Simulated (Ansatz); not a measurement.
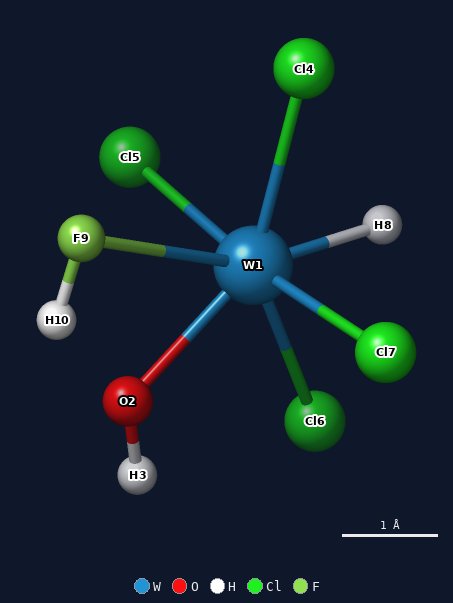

The starting structure (ball-and-stick view, seen at a tilt; atoms are numbered from 1 in the order of the input). Sticks mark near contacts.

**Run report: WH₃Cl₄OF, nudged elastic band**

- system: WH₃Cl₄OF
- method: RKS PBE/def2-SVP (Ansatz 0.2.0)

One setting was made poor on purpose. It belongs to a series of runs on one base structure; here: band between the two ends. Figures and captions count atoms from 1; the log counts them from 0 in places.

The input
```yaml
crystal:
  periodic: [false, false, false]
  atoms:
    - { symbol: W, position_ang: [0.157965, 0.099316, 0.088305] }
    - { symbol: O, position_ang: [-0.397909, 0.453263, 1.928918] }
    - { symbol: H, position_ang: [-1.349978, 0.306702, 2.137895] }
    - { symbol: Cl, position_ang: [2.05923, 0.159678, -1.245697] }
    - { symbol: Cl, position_ang: [-0.217877, 2.278835, -0.560022] }
    - { symbol: Cl, position_ang: [-2.20475, -0.394403, 0.103778] }
    - { symbol: Cl, position_ang: [0.705647, -2.09005, 0.556258] }
    - { symbol: H, position_ang: [-0.443259, -0.409062, -1.395948] }
    - { symbol: F, position_ang: [1.941916, 0.876417, 1.740998] }
    - { symbol: H, position_ang: [1.176915, 0.872903, 2.328915] }
basis:
  gaussian: { orbitals: def2-SVP }
hamiltonian:
  xc: pbe
neb:
  order_check: false
  images: 2
  f_tol: 0.03
  max_iterations: 60
  climbing: false
  final_atoms:
    - { symbol: W, position_ang: [0.08656395, 0.34343942, -0.02902902] }
    - { symbol: O, position_ang: [0.3910675, -0.33598286, 2.17461716] }
    - { symbol: H, position_ang: [-0.4800255, -0.08820671, 2.56854978] }
    - { symbol: Cl, position_ang: [2.40311514, -0.05979858, 0.09314011] }
    - { symbol: Cl, position_ang: [-0.75612607, 1.65399957, -1.72824095] }
    - { symbol: Cl, position_ang: [-2.0974005, 0.51212116, 0.9471708] }
    - { symbol: Cl, position_ang: [-0.40526817, -1.91993361, -0.25439801] }
    - { symbol: H, position_ang: [0.64386607, -0.18024983, -1.50986183] }
    - { symbol: F, position_ang: [0.58705939, 1.96558223, 0.84146125] }
    - { symbol: H, position_ang: [1.0550482, 0.26262822, 2.57999072] }
  initial_path:
    images:
      - { positions_ang: [[0.157965, 0.099316, 0.088305], [-0.397909, 0.453263, 1.928918], [-1.349978, 0.306702, 2.137895], [2.05923, 0.159678, -1.245697], [-0.217877, 2.278835, -0.560022], [-2.20475, -0.394403, 0.103778], [0.705647, -2.09005, 0.556258], [-0.443259, -0.409062, -1.395948], [1.941916, 0.876417, 1.740998], [1.176915, 0.872903, 2.328915]] }
      - { positions_ang: [[0.0580512, -0.01504235, 0.04997825], [-0.12567679, 0.28649444, 2.17910703], [-1.04119701, 0.05470825, 2.49791378], [2.28387861, 0.06777795, -0.40392493], [-0.13058468, 2.2919958, -0.35748488], [-2.32159288, -0.24231498, 0.06437176], [0.30396707, -2.32536283, 0.39731671], [-0.14353102, -0.32236792, -1.58312066], [1.55533444, 1.30877724, 0.92622371], [0.98925105, 1.04893341, 1.91301923]] }
      - { positions_ang: [[0.03425085, 0.06633212, 0.01086691], [0.13731538, 0.02341249, 2.26100675], [-0.75121284, -0.07692799, 2.64146537], [2.39850699, -0.00538091, 0.04235411], [-0.31000104, 2.08371732, -0.7468912], [-2.28580971, 0.05985974, 0.34550269], [-0.06633798, -2.26865737, 0.12709804], [0.218844, -0.24609719, -1.62109194], [1.10371557, 1.67183231, 0.62637812], [0.94862879, 0.84550848, 1.99671114]] }
      - { positions_ang: [[0.08656395, 0.34343942, -0.02902902], [0.3910675, -0.33598286, 2.17461716], [-0.4800255, -0.08820671, 2.56854978], [2.40311514, -0.05979858, 0.09314011], [-0.75612607, 1.65399957, -1.72824095], [-2.0974005, 0.51212116, 0.9471708], [-0.40526817, -1.91993361, -0.25439801], [0.64386607, -0.18024983, -1.50986183], [0.58705939, 1.96558223, 0.84146125], [1.0550482, 0.26262822, 2.57999072]] }
```

Run on 4 threads of Arm Neoverse V2, 24 GiB of memory available, shared host.

Command:
```bash
ansatz run input.yaml --threads 4 --pin off --max-ram 5120MiB --backend cpu --events-out ev --progress --plain --runs-dir out
```

What the program printed
```
Engine: ansatz 0.2.0, aarch64-unknown-linux-gnu
Functional definition: PBE
  parameter kappa = 0.804
  parameter beta = 0.06672455060314922
  exchange = pbe_x(kappa = kappa, mu = beta*pi^2/3)
  correlation = pbe_c(beta = beta)
1552 factors; their error is unknown
mean field evaluation 1: about -56683.0394 eV, gradient 6.5e1 eV
mean field evaluation 2: about -56482.1997 eV, gradient 2.6e2 eV
mean field evaluation 4: about -56689.9775 eV, gradient 2.3e1 eV
mean field evaluation 8: about -56691.1724 eV, gradient 9.4e-1 eV
mean field evaluation 16: about -56691.0840 eV, gradient 2.6e-3 eV
mean field -56691.08404308 eV, -2083.3589119864 hartree, gradient 4.6e-5 eV, S^2 0.000000; 0 other end points of the search recorded, 0 dependent functions left out
the calculation of the forces begins
reference -56691.08411614 eV, -2083.3589146713 hartree; 51, 51 occupied and 96, 96 virtual orbitals, 1552 factors
1552 factors; their error is unknown
mean field evaluation 32: about -56691.6958 eV, gradient 1.9e-1 eV
mean field -56691.69590020 eV, -2083.3813973208 hartree, gradient 2.6e-5 eV, S^2 0.000000; 0 other end points of the search recorded, 0 dependent functions left out
[... from here on the field's lines of each further geometry are left out, up to the last ...]
NEB iter   1: max|band force component| = 8.446e0 eV/Å  barrier→ = 4.2834 eV  barrier← = 4.8953 eV  Δτ_max = 0.2000 Å  (203 SCF iters)
NEB iter   2: max|band force component| = 3.699e0 eV/Å  barrier→ = 1.6059 eV  barrier← = 2.2177 eV  Δτ_max = 0.1956 Å  (90 SCF iters)
NEB iter   3: max|band force component| = 2.447e0 eV/Å  barrier→ = 0.7493 eV  barrier← = 1.3611 eV  Δτ_max = 0.2000 Å  (82 SCF iters)
NEB iter   4: max|band force component| = 8.612e-1 eV/Å  barrier→ = 0.5334 eV  barrier← = 1.1453 eV  Δτ_max = 0.1239 Å  (77 SCF iters)
NEB iter   5: max|band force component| = 6.726e-1 eV/Å  barrier→ = 0.4041 eV  barrier← = 1.0160 eV  Δτ_max = 0.1845 Å  (77 SCF iters)
NEB iter   6: max|band force component| = 3.856e-1 eV/Å  barrier→ = 0.3499 eV  barrier← = 0.9618 eV  Δτ_max = 0.1479 Å  (79 SCF iters)
NEB iter   7: max|band force component| = 2.903e-1 eV/Å  barrier→ = 0.3122 eV  barrier← = 0.9240 eV  Δτ_max = 0.1052 Å  (74 SCF iters)
NEB iter   8: max|band force component| = 5.847e-1 eV/Å  barrier→ = 0.3446 eV  barrier← = 0.9565 eV  Δτ_max = 0.0524 Å  (71 SCF iters)
NEB iter   9: max|band force component| = 1.824e-1 eV/Å  barrier→ = 0.3079 eV  barrier← = 0.9198 eV  Δτ_max = 0.0455 Å  (69 SCF iters)
NEB iter  10: max|band force component| = 2.047e-1 eV/Å  barrier→ = 0.3019 eV  barrier← = 0.9137 eV  Δτ_max = 0.0228 Å  (66 SCF iters)
NEB iter  11: max|band force component| = 1.996e-1 eV/Å  barrier→ = 0.2949 eV  barrier← = 0.9068 eV  Δτ_max = 0.0202 Å  (69 SCF iters)
NEB iter  12: max|band force component| = 1.991e-1 eV/Å  barrier→ = 0.2845 eV  barrier← = 0.8963 eV  Δτ_max = 0.0227 Å  (68 SCF iters)
NEB iter  13: max|band force component| = 2.653e-1 eV/Å  barrier→ = 0.2750 eV  barrier← = 0.8868 eV  Δτ_max = 0.0228 Å  (68 SCF iters)
NEB iter  14: max|band force component| = 2.506e-1 eV/Å  barrier→ = 0.2587 eV  barrier← = 0.8705 eV  Δτ_max = 0.0223 Å  (69 SCF iters)
NEB iter  15: max|band force component| = 1.979e-1 eV/Å  barrier→ = 0.2427 eV  barrier← = 0.8546 eV  Δτ_max = 0.0226 Å  (68 SCF iters)
NEB iter  16: max|band force component| = 2.155e-1 eV/Å  barrier→ = 0.2279 eV  barrier← = 0.8397 eV  Δτ_max = 0.0455 Å  (68 SCF iters)
NEB iter  17: max|band force component| = 1.811e-1 eV/Å  barrier→ = 0.2061 eV  barrier← = 0.8180 eV  Δτ_max = 0.0455 Å  (70 SCF iters)
NEB iter  18: max|band force component| = 1.930e-1 eV/Å  barrier→ = 0.1891 eV  barrier← = 0.8009 eV  Δτ_max = 0.0455 Å  (70 SCF iters)
NEB iter  19: max|band force component| = 1.937e-1 eV/Å  barrier→ = 0.1689 eV  barrier← = 0.7807 eV  Δτ_max = 0.0455 Å  (70 SCF iters)
NEB iter  20: max|band force component| = 1.920e-1 eV/Å  barrier→ = 0.1514 eV  barrier← = 0.7633 eV  Δτ_max = 0.0455 Å  (70 SCF iters)
NEB iter  21: max|band force component| = 1.292e-1 eV/Å  barrier→ = 0.1359 eV  barrier← = 0.7477 eV  Δτ_max = 0.0455 Å  (71 SCF iters)
NEB iter  22: max|band force component| = 1.453e-1 eV/Å  barrier→ = 0.1239 eV  barrier← = 0.7357 eV  Δτ_max = 0.0456 Å  (69 SCF iters)
NEB iter  23: max|band force component| = 9.083e-2 eV/Å  barrier→ = 0.1148 eV  barrier← = 0.7267 eV  Δτ_max = 0.0909 Å  (69 SCF iters)
NEB iter  24: max|band force component| = 1.159e-1 eV/Å  barrier→ = 0.1042 eV  barrier← = 0.7160 eV  Δτ_max = 0.0460 Å  (82 SCF iters)
NEB iter  25: max|band force component| = 1.506e-1 eV/Å  barrier→ = 0.0944 eV  barrier← = 0.7062 eV  Δτ_max = 0.0229 Å  (68 SCF iters)
NEB iter  26: max|band force component| = 1.036e-1 eV/Å  barrier→ = 0.0878 eV  barrier← = 0.6997 eV  Δτ_max = 0.0229 Å  (69 SCF iters)
NEB iter  27: max|band force component| = 9.021e-2 eV/Å  barrier→ = 0.0815 eV  barrier← = 0.6934 eV  Δτ_max = 0.0229 Å  (68 SCF iters)
NEB iter  28: max|band force component| = 9.199e-2 eV/Å  barrier→ = 0.0761 eV  barrier← = 0.6879 eV  Δτ_max = 0.0229 Å  (71 SCF iters)
NEB iter  29: max|band force component| = 9.744e-2 eV/Å  barrier→ = 0.0713 eV  barrier← = 0.6831 eV  Δτ_max = 0.0228 Å  (69 SCF iters)
NEB iter  30: max|band force component| = 9.429e-2 eV/Å  barrier→ = 0.0661 eV  barrier← = 0.6780 eV  Δτ_max = 0.0230 Å  (70 SCF iters)
NEB iter  31: max|band force component| = 9.025e-2 eV/Å  barrier→ = 0.0614 eV  barrier← = 0.6733 eV  Δτ_max = 0.0230 Å  (69 SCF iters)
NEB iter  32: max|band force component| = 1.053e-1 eV/Å  barrier→ = 0.0574 eV  barrier← = 0.6693 eV  Δτ_max = 0.0461 Å  (69 SCF iters)
NEB iter  33: max|band force component| = 1.011e-1 eV/Å  barrier→ = 0.0520 eV  barrier← = 0.6639 eV  Δτ_max = 0.0465 Å  (68 SCF iters)
NEB iter  34: max|band force component| = 1.507e-1 eV/Å  barrier→ = 0.0479 eV  barrier← = 0.6598 eV  Δτ_max = 0.0457 Å  (74 SCF iters)
NEB iter  35: max|band force component| = 1.219e-1 eV/Å  barrier→ = 0.0441 eV  barrier← = 0.6559 eV  Δτ_max = 0.0914 Å  (69 SCF iters)
NEB iter  36: max|band force component| = 1.213e-1 eV/Å  barrier→ = 0.0399 eV  barrier← = 0.6518 eV  Δτ_max = 0.0912 Å  (74 SCF iters)
NEB iter  37: max|band force component| = 1.220e-1 eV/Å  barrier→ = 0.0388 eV  barrier← = 0.6507 eV  Δτ_max = 0.0455 Å  (77 SCF iters)
NEB iter  38: max|band force component| = 1.018e-1 eV/Å  barrier→ = 0.0385 eV  barrier← = 0.6504 eV  Δτ_max = 0.0454 Å  (68 SCF iters)
NEB iter  39: max|band force component| = 1.405e-1 eV/Å  barrier→ = 0.0384 eV  barrier← = 0.6502 eV  Δτ_max = 0.0227 Å  (69 SCF iters)
NEB iter  40: max|band force component| = 1.260e-1 eV/Å  barrier→ = 0.0383 eV  barrier← = 0.6501 eV  Δτ_max = 0.0228 Å  (71 SCF iters)
NEB iter  41: max|band force component| = 6.696e-2 eV/Å  barrier→ = 0.0382 eV  barrier← = 0.6501 eV  Δτ_max = 0.0107 Å  (72 SCF iters)
NEB iter  42: max|band force component| = 3.304e-2 eV/Å  barrier→ = 0.0382 eV  barrier← = 0.6501 eV  Δτ_max = 0.0060 Å  (71 SCF iters)
the calculation of the forces begins
reference -56691.27849805 eV, -2083.3660580745 hartree; 51, 51 occupied and 96, 96 virtual orbitals, 1552 factors
1552 factors; their error is unknown
mean field evaluation 768: about -56691.0458 eV, gradient 2.6e-5 eV
mean field -56691.04581386 eV, -2083.3575070885 hartree, gradient 6.0e-5 eV, S^2 0.000000; 1 other end points of the search recorded, 0 dependent functions left out
the calculation of the forces begins
reference -56691.04588428 eV, -2083.3575096761 hartree; 51, 51 occupied and 96, 96 virtual orbitals, 1552 factors
NEB iter  43: max|band force component| = 2.464e-2 eV/Å  barrier→ = 0.0382 eV  barrier← = 0.6501 eV  Δτ_max = 0.0000 Å  (129 SCF iters)
```

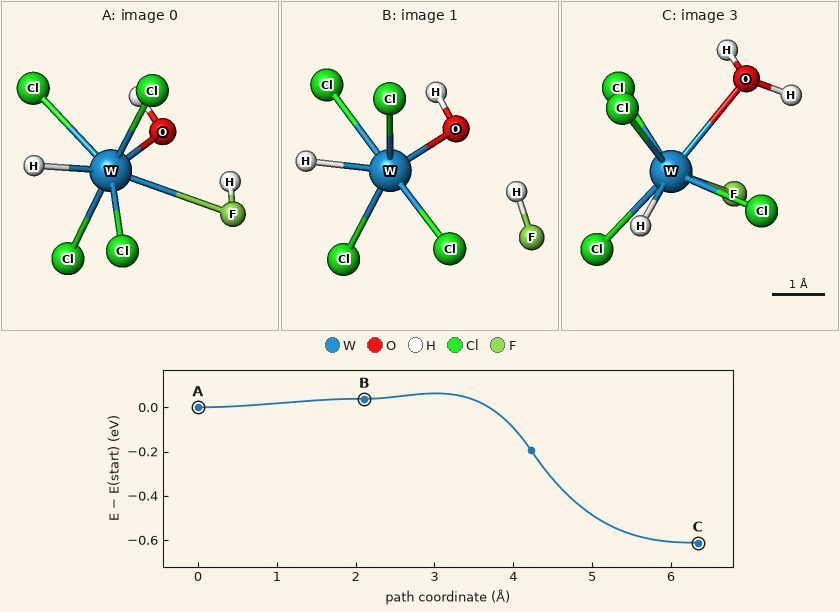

Images of the last band (counted from 0; ball-and-stick, seen at a tilt) above the energy along the path; the line is a cubic interpolation that uses the forces. The highest image is number 1, 0.038 eV above the start and 0.650 eV above the end; the end lies 0.612 eV below the start. The path is 6.34 Å long. The band converged in 43 iterations.

```
Total energy: -56691.04588428 eV, -2083.3575096761 hartree
Atom 0 at     0.139909    -0.146484    -0.058566 Å, force    -0.000733     0.000152     0.000873 eV/Å
Atom 1 at    -0.053086     0.158350     1.803853 Å, force     0.003014    -0.002339    -0.001181 eV/Å
Atom 2 at    -1.001820     0.118978     2.113287 Å, force     0.000324    -0.000451    -0.000284 eV/Å
Atom 3 at     2.399758    -0.084336    -0.481278 Å, force     0.001296     0.001522     0.002105 eV/Å
Atom 4 at    -0.075385     1.891636    -1.069679 Å, force     0.001949    -0.001056    -0.001657 eV/Å
Atom 5 at    -2.290972    -0.245977     0.410777 Å, force     0.000100     0.000091     0.001560 eV/Å
Atom 6 at     0.262244    -2.437520    -0.182920 Å, force    -0.002869    -0.001205    -0.002224 eV/Å
Atom 7 at    -0.869885    -0.510737    -1.349134 Å, force    -0.001698    -0.000166    -0.000125 eV/Å
Atom 8 at     1.786561     2.032128     2.160041 Å, force    -0.000420     0.003046     0.000757 eV/Å
Atom 9 at     1.130576     1.377561     2.337019 Å, force    -0.000964     0.000407     0.000176 eV/Å
Dipole moment:    -0.159051    -0.240961     0.017042 e Å
this run last wrote the band of iteration 43 to [file]
```

The last band as extended XYZ (Å, eV, eV/Å)
```
10
Properties=species:S:1:pos:R:3:forces:R:3 image=0 energy=-56691.08404
W     0.1580    0.0993    0.0883    0.0055  -0.0074   0.0022
O    -0.3979    0.4533    1.9289    0.0114  -0.0006  -0.0171
H    -1.3500    0.3067    2.1379   -0.0126   0.0022   0.0205
Cl    2.0592    0.1597   -1.2457   -0.0068   0.0042  -0.0010
Cl   -0.2179    2.2788   -0.5600    0.0064  -0.0038   0.0002
Cl   -2.2048   -0.3944    0.1038    0.0101   0.0001  -0.0025
Cl    0.7056   -2.0901    0.5563   -0.0055   0.0022  -0.0011
H    -0.4433   -0.4091   -1.3959    0.0015   0.0026   0.0061
F     1.9419    0.8764    1.7410    0.0065   0.0092  -0.0025
H     1.1769    0.8729    2.3289   -0.0166  -0.0086  -0.0047
10
Properties=species:S:1:pos:R:3:forces:R:3 image=1 energy=-56691.04581
W     0.1399   -0.1465   -0.0586   -0.0007   0.0002   0.0009
O    -0.0531    0.1583    1.8039    0.0030  -0.0023  -0.0012
H    -1.0018    0.1190    2.1133    0.0003  -0.0005  -0.0003
Cl    2.3998   -0.0843   -0.4813    0.0013   0.0015   0.0021
Cl   -0.0754    1.8916   -1.0697    0.0019  -0.0011  -0.0017
Cl   -2.2910   -0.2460    0.4108    0.0001   0.0001   0.0016
Cl    0.2622   -2.4375   -0.1829   -0.0029  -0.0012  -0.0022
H    -0.8699   -0.5107   -1.3491   -0.0017  -0.0002  -0.0001
F     1.7866    2.0321    2.1600   -0.0004   0.0030   0.0008
H     1.1306    1.3776    2.3370   -0.0010   0.0004   0.0002
10
Properties=species:S:1:pos:R:3:forces:R:3 image=2 energy=-56691.27843
W     0.3283    0.1853    0.0501    0.0686   0.1393   0.0375
O     0.2304   -0.1499    2.2411    0.1045  -0.1046   0.1903
H    -0.7549   -0.0813    2.3793    0.1136  -0.0956   0.1124
Cl    2.5823   -0.0426   -0.3706    0.0607   0.0021   0.0227
Cl    0.1468    1.8403   -1.5649    0.0939  -0.0047  -0.1873
Cl   -2.0312    0.2411    0.6454    0.0983   0.2209   0.1109
Cl    0.2724   -2.1482   -0.0314   -0.0317   0.1196   0.0437
H    -0.6655   -0.3072   -1.2039    0.0615   0.1019   0.0606
F     0.7417    1.8392    1.1164   -0.3867  -0.1083  -0.4169
H     0.5776    0.7768    2.4219   -0.1828  -0.2707   0.0260
10
Properties=species:S:1:pos:R:3:forces:R:3 image=3 energy=-56691.69590
W     0.0866    0.3434   -0.0290   -0.0076   0.0009  -0.0131
O     0.3911   -0.3360    2.1746   -0.0050   0.0252   0.0214
H    -0.4800   -0.0882    2.5686    0.0187  -0.0069  -0.0066
Cl    2.4031   -0.0598    0.0931    0.0043  -0.0022  -0.0030
Cl   -0.7561    1.6540   -1.7282    0.0113   0.0010  -0.0074
Cl   -2.0974    0.5121    0.9472    0.0053  -0.0145   0.0086
Cl   -0.4053   -1.9199   -0.2544   -0.0079   0.0048   0.0119
H     0.6439   -0.1802   -1.5099    0.0024   0.0112   0.0044
F     0.5871    1.9656    0.8415   -0.0032   0.0002  -0.0004
H     1.0550    0.2626    2.5800   -0.0183  -0.0197  -0.0158
```

Summary

- outcome: converged
- barrier, forward: 0.038 eV
- barrier, backward: 0.650 eV
- wall time: 3.2 min (CPU time 12 min)
- peak memory: 0.26 GiB

Notes

A deliberately poor setting: few images. The order of the saddle point was not checked.
